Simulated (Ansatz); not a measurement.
**CCSDT/STO-3G run of SO2 (sulfur dioxide)**

What is the electronic atomisation energy of SO2 (sulfur dioxide) at CCSDT/STO-3G? 

The results are computed with Ansatz 0.2.0.

47 further runs of the same task are left out: 20 that didn't finish, 27 set aside as unsound or not needed.

## (1) Starting point

SO2: 3 atoms, total charge 0, spin state singlet. As SMILES, `O=S=O`. The shape is that of a GFN2-xTB optimisation.

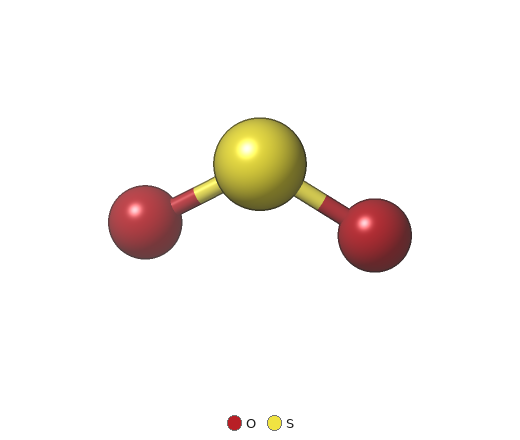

The structure, seen from a chosen angle (oxygen red, sulfur yellow).

## (2) The energy at CCSDT/STO-3G

File molecule.yaml:

```yaml
crystal:
  periodic: [false, false, false]
  atoms:
    - {symbol: O, position_ang: [-0.970250, 0.629650, -0.459050]}
    - {symbol: S, position_ang: [0.280030, 0.371410, 0.194090]}
    - {symbol: O, position_ang: [0.690220, -1.001060, 0.264960]}
basis:
  gaussian:
    orbitals: STO-3G
correlation:
  method: ccsdt
  frozen_orbitals: {O: 1, S: 5}
scf:
  omitted_lower_state_checks: [cluster_reference, increment]
accuracy: high
```

Started as:

```
ansatz run molecule.yaml --threads 1 --pin off --max-ram 2610MiB --events-out events.jsonl --progress --plain --runs-dir runs
```

The log of the run:

```text
Warning: RAYON_NUM_THREADS=1 ignored (pool sized by the plan → 1); use --threads N
[... 11 lines left out ...]
7 core orbitals not correlated: weight in the atoms' cores, before any rotation towards them, 1.000 or more for the frozen orbitals, at most 0.000 for the correlated occupied ones
[... 34 lines left out ...]
WARN: these amplitudes may be one of several solutions (largest doubles amplitude 0.33, level shift 4.26 eV)
Total energy: -14716.37906543 eV, -540.8169555347 hartree
Checks for a lower state left out: cluster_reference, increment
```

It took 0.61 s on 1 thread of AMD EPYC 7R43 (Zen 3), shared host.

## (3) The O atom, same level

File job.yaml:

```yaml
crystal:
  periodic: [false, false, false]
  atoms:
    - {symbol: O, position_ang: [0.000000, 0.000000, 0.000000]}
basis:
  gaussian:
    orbitals: STO-3G
magnetization:
  spin_polarized: true
  initial_magnetization: 2
accuracy: high
scf:
  omitted_lower_state_checks: [cluster_reference, increment]
correlation:
  method: ccsdt
  frozen_orbitals: {O: 1}
```

Started as:

```
ansatz run job.yaml --threads 1 --pin off --max-ram 2610MiB --events-out events.jsonl --progress --plain --runs-dir runs
```

The log of the run (excerpt; [...] marks lines left out):

```text
Warning: RAYON_NUM_THREADS=1 ignored (pool sized by the plan → 1); use --threads N
Functional definition: HF
  name "HF"
[...]
15 factors; integrals over basis functions are off by at most 1.1e-9 eV
[...]
mean field -2008.31323932 eV, -73.8041502613 hartree, gradient 0.0e0 eV, S^2 2.000000; 2 other end points of the search recorded, 0 dependent functions left out
1 core orbitals not correlated: weight in the atoms' cores, before any rotation towards them, 1.000 or more for the frozen orbitals, at most 0.000 for the correlated occupied ones
reference -2008.31323932 eV, -73.8041502613 hartree; 4, 2 occupied and 0, 2 virtual orbitals, 15 factors
second order 0.00000000 eV of doubles, 0.00000000 eV of singles
cycle   1  0.00000000 eV  change     0.0e0 eV  update    0.0e0
cycle   2  0.00000000 eV  change     0.0e0 eV  update    0.0e0
Total energy: -2008.31323932 eV, -73.8041502613 hartree
Checks for a lower state left out: cluster_reference, increment
```

Run time: 0.24 s. Hardware: 1 thread of AMD EPYC 7R43 (Zen 3), shared host.

## (4) The S atom

File molecule.yaml:

```yaml
crystal:
  periodic: [false, false, false]
  atoms:
    - {symbol: S, position_ang: [0.000000, 0.000000, 0.000000]}
basis:
  gaussian:
    orbitals: STO-3G
magnetization:
  spin_polarized: true
  initial_magnetization: 2
correlation:
  method: ccsdt
  frozen_orbitals: {S: 5}
accuracy: high
scf:
  omitted_lower_state_checks: [cluster_reference, increment]
```

Run the same way, it converges to -393.13022 Eh (log not shown).

## (5) What came out

Level: CCSDT/STO-3G, 7 core orbitals frozen.

| quantity | value |
| --- | --- |
| molecule: total energy | -540.81696 Eh |
| molecule: correlation energy (7 core orbitals frozen) | -209.6 mEh |
| molecule: T1 diagnostic | 0.030 |
| O atom: total energy | -73.80415 Eh |
| O atom: correlation energy (1 core orbital frozen) | 0.0 mEh |
| O atom: ⟨S²⟩ of the reference determinant | 2.000 |
| O atom: T1 diagnostic | 0.000 |
| S atom: total energy | -393.13022 Eh |
| S atom: correlation energy (5 core orbitals frozen) | 0.0 mEh |
| S atom: ⟨S²⟩ of the reference determinant | 2.000 |
| S atom: T1 diagnostic | 0.000 |
| electronic atomisation energy | 2.134 eV |

Taking the molecule apart into free atoms costs 2.13 eV (49 kcal/mol), before zero-point energy and without spin-orbit coupling. In a minimal basis such a difference can be off by several eV, whatever the method. The T1 diagnostic (molecule) of 0.030 is above the customary mark for such species, so a single reference may not serve. The restricted solution (molecule) is unstable to spin breaking: an unrestricted one lies lower.
